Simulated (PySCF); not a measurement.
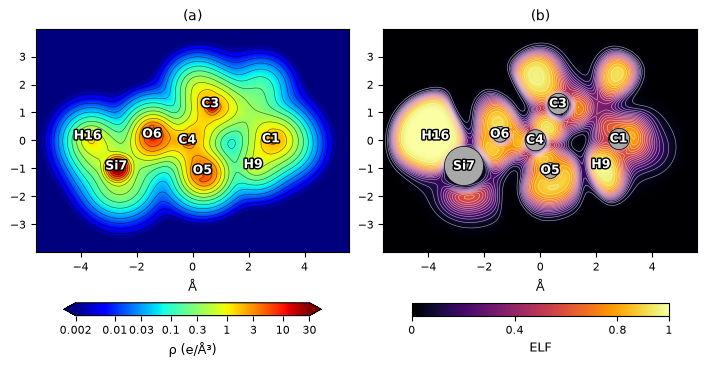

*C$_{4}$H$_{10}$O$_{2}$Si (charge +1, doublet). (a) electron density; (b) ELF on the plane of atoms O6, Si7 and H16. Grey discs cover the atomic cores in the ELF map.*

Geometry: GFN2-xTB.

The calculation used UKS B3LYP, pcH-1 on C H O Si, non-relativistic, mean-field spin-orbit, GIAO (PySCF 2.14.0, density-fitted response routines).

```yaml
atoms:
  - { symbol: C, position_ang: [-2.3280, 0.5133, -0.2149] }
  - { symbol: C, position_ang: [-1.6655, -0.8306, -0.1943] }
  - { symbol: C, position_ang: [-0.5028, -0.9065, 0.7741] }
  - { symbol: C, position_ang: [0.5692, 0.1411, 0.4239] }
  - { symbol: O, position_ang: [0.2774, 1.2086, -0.0574] }
  - { symbol: O, position_ang: [1.7589, -0.2487, 0.7224] }
  - { symbol: Si, position_ang: [3.2422, 0.6009, 0.5853] }
  - { symbol: H, position_ang: [-2.7485, 0.7998, 0.7486] }
  - { symbol: H, position_ang: [-1.5202, 1.2585, -0.4120] }
  - { symbol: H, position_ang: [-3.0649, 0.6109, -1.0079] }
  - { symbol: H, position_ang: [-1.3561, -1.1317, -1.2000] }
  - { symbol: H, position_ang: [-2.4002, -1.5873, 0.1253] }
  - { symbol: H, position_ang: [-0.0296, -1.8884, 0.7867] }
  - { symbol: H, position_ang: [-0.8123, -0.6550, 1.7941] }
  - { symbol: H, position_ang: [3.1623, 1.7420, 1.4893] }
  - { symbol: H, position_ang: [3.9996, -0.5447, 1.0993] }
  - { symbol: H, position_ang: [3.4115, 0.9299, -0.8231] }
```

Interpret the plot.

Atoms in the plane: C, O, Si and H.
C–O (1.21 Å): ρ is about 2.3 e/Å³ halfway, with its minimum of 2.1 e/Å³ about 0.5 Å from C; the ELF peaks at about 0.85 between the atoms (a short, multiple covalent bond).
Si–O (1.71 Å): ρ at the midpoint is about 0.78 e/Å³; the ELF peaks at about 0.85 between the atoms (a polar covalent bond).
C–H (1.12 Å): the density is about 1.4 e/Å³ at the midpoint; the ELF climbs to about 1 towards the hydrogen, as it does in any bond to H (a covalent bond by its length).
C–O (1.29 Å): ρ is about 2.3 e/Å³ halfway; the ELF peaks at about 0.85 between the atoms; a polar covalent bond.
C–C (1.54 Å): ρ at the midpoint is about 1.2 e/Å³; the ELF peaks at about 0.90 between the atoms, as expected for localised, covalent bonding.
The ELF also peaks beside O5, away from the bonds: non-bonding electrons, paired or unpaired.
